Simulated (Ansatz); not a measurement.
# ScAlB4 (built on the sites of a database entry of ScB2): following an unstable mode, part 3 of 3

Wanted: the energy along a soft mode of ScAlB4 (built on the sites of a database entry of ScB2) and the structure at the end.

Ansatz 0.2.0; DFT LDA, scalar-relativistic, plane waves, PAW.

So far. Step 4 (The mode frozen in, largest atomic shift 0.32 Å): The run ends at a pressure of 4.18 GPa, with forces up to 0.84 eV/Å. Step 5 (Energy along the mode, all amplitudes (two of the runs …): The lowest of the steps tried is at 0.32 Å, 23.3 meV/atom below the parent; the bottom of the well need not coincide with a step.

The structure was built from a prototype and need not be the compound's stable phase.

## 6. Relaxing from the distorted cell (continued)

The steps of the relaxation (22 of 38):

| step | energy less that of the first step (eV) | largest force component (eV/Å) | pressure (GPa) | volume (Å³) |
| --- | --- | --- | --- | --- |
| 1 | 0.0000 | 0.6096 | 4.18 | 107.41 |
| 3 | -1.1570 | 0.8751 | -2.06 | 111.37 |
| 5 | -2.7210 | 0.8344 | -0.57 | 111.52 |
| 6 | -3.3966 | 0.6283 | 2.53 | 111.74 |
| 8 | -3.8236 | 0.6353 | -3.24 | 115.41 |
| 10 | -4.1108 | 0.2440 | -0.50 | 113.13 |
| 12 | -4.2346 | 0.5556 | 1.65 | 111.08 |
| 13 | -4.2570 | 0.4358 | 3.15 | 110.33 |
| 15 | -4.3545 | 0.6892 | -1.37 | 113.82 |
| 17 | -4.7962 | 0.9375 | -1.58 | 115.10 |
| 19 | -5.2277 | 0.3080 | -1.23 | 115.40 |
| 20 | -5.4470 | 0.3842 | 0.22 | 114.99 |
| 22 | -6.1031 | 0.5700 | 1.03 | 115.17 |
| 24 | -6.7131 | 0.4968 | 0.32 | 116.90 |
| 26 | -6.9447 | 0.5603 | -0.26 | 115.05 |
| 27 | -7.1073 | 0.7681 | 0.97 | 112.08 |
| 29 | -7.2171 | 0.0777 | 0.11 | 112.94 |
| 31 | -7.2208 | 0.0169 | -0.02 | 112.95 |
| 33 | -7.2209 | 0.0023 | 0.00 | 112.93 |
| 34 | -7.2209 | 0.0003 | 0.00 | 112.94 |
| 36 | -7.2406 | 0.0078 | -0.07 | 113.08 |
| 38* | -7.2409 | 0.0018 | -0.01 | 113.06 |

Relaxation steps marked * repeat the geometry before them on a plane-wave basis chosen anew for their cell, so energy and pressure can jump there. Other such steps can lie between the rows shown. Relaxation steps 8, 18 were tried and not accepted.

The run keeps the 2 symmetry operations that it works with, so distortions that break them were not tested.

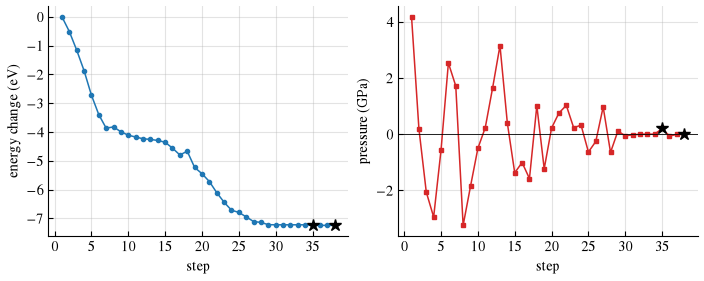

Energy and pressure along the relaxation. Stars mark steps on a basis chosen anew.

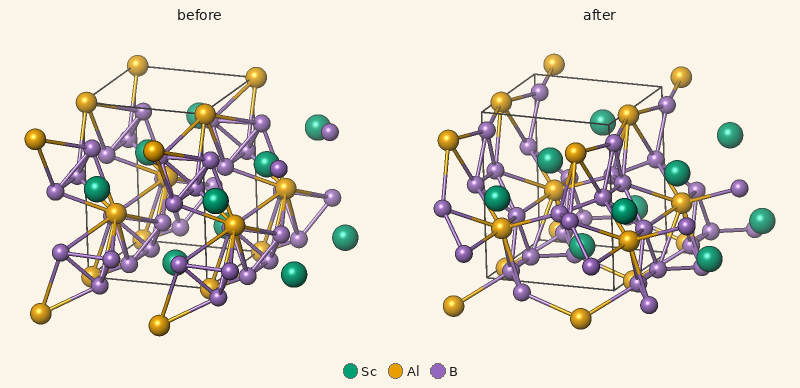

Before and after, at one scale.

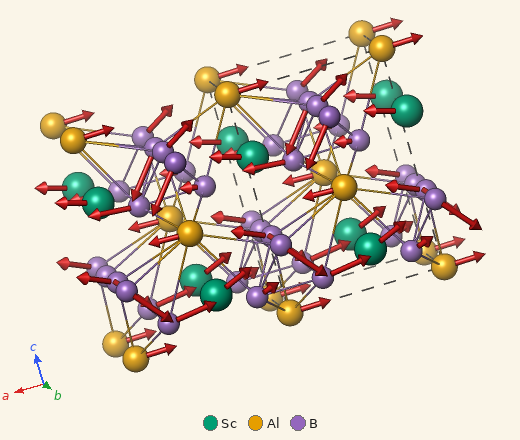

Displacements in the relaxation, scaled, measured against the changing cell; the longest in the cell stands for 1.67 Å. 2×2×1 cells are drawn. Some periodic images of atoms are drawn too.

| cell as run | before | after | change |
| --- | --- | --- | --- |
| a (Å) | 4.235 | 4.372 | +3.2 % |
| b (Å) | 4.235 | 4.544 | +7.3 % |
| c (Å) | 5.989 | 5.690 | -5.0 % |
| volume (Å³/atom) | 8.95 | 9.42 | +5.3 % |

The atoms that moved most (Å, as changes of fractional coordinates times the final cell):

| atom | dx | dy | dz | length |
| --- | --- | --- | --- | --- |
| B12 | -1.263 | 0.607 | 0.900 | 1.665 |
| B9 | -1.263 | -0.607 | -0.900 | 1.665 |
| B6 | 0.161 | -0.870 | -1.250 | 1.532 |
| B7 | 0.161 | 0.870 | 1.250 | 1.532 |
| B10 | 0.552 | -0.326 | -1.258 | 1.411 |
| B11 | 0.552 | 0.326 | 1.258 | 1.411 |
| Sc2 | 0.365 | 0.459 | 1.062 | 1.213 |
| Sc1 | 0.365 | -0.459 | -1.062 | 1.213 |

Final coordinates:

```xyz
12
Lattice="0.0000 -3.0916 -3.0915 0.0000 3.2134 -3.2133 5.6902 0.0000 0.0000" Properties=species:S:1:pos:R:3 pbc="T T T"
Sc    4.6326    1.2641   -2.8100
Sc    1.7875   -1.2032   -0.3424
Al    2.8746   -0.8739   -3.7633
Al    0.0295    0.9349    0.6109
B     0.9752    1.0210   -1.4125
B     3.8203   -2.8975   -3.6771
B     0.9752   -0.1332   -2.5667
B     3.8203   -0.9601   -1.7399
B     3.5803    0.5979   -5.2350
B     2.6100    0.3746   -1.9203
B     5.4551   -0.3137   -1.2321
B     0.7353    2.6765   -1.1307
```

This step gave:

- pressure: -0.005487 GPa
- volume per atom: 9.421 Å³

The distorted start has space group P2_1; the relaxation ends in Pmc2_1.

## 7. What came out

```json
{"unstable mode of the parent": "q = (0, -0.5, -0.5), 185i cm⁻¹", "depth at the lowest point sampled": "23.3 meV/atom", "largest atomic shift at that point": "0.32 Å", "space group reached (within 0.01 Å)": "Pmc2_1", "energy gained over the parent (first relaxation, on the mesh of the frozen mode)": "627 meV/atom", "volume per atom, phase reached": "9.42 Å³"}
```

**Reading.** From this start the structure relaxes into Pmc2_1, 627 meV/atom below the parent. At the parent's cell the well is 23.28 meV/atom deep on the steps tried, with its lowest point at a shift of 0.32 Å. Relaxing atoms and cell changes the gain by +603.43 meV/atom against the lowest step (energies at zero smearing). Most of the total comes from this relaxation. The frozen pattern makes up only 9 % of the final shifts of the atoms, so other modes or strain give most of the change. The modes of the phase reached were not computed on this path. Of the 4 patterns followed to their end from this parent, this one reaches the lowest energy. Each path keeps the symmetry of its pattern, so a lower phase may lie along a pattern not tried. With no gap, or one that is small against the smearing, the frequencies hang on the k mesh and the smearing, most of all near Kohn anomalies. The starting cell was built on a prototype and not taken from a measurement, so the phase need not exist.

[Logs are printed without paths, hosts, clocks, repeated set-up lines and the standing remarks that a program may print on its own settings, such as how far it seeks lower states.]

[Hosts, paths, dates, database ids (printed as entryN), source tags and the programs' standing remarks are cut or masked in the printed files.]
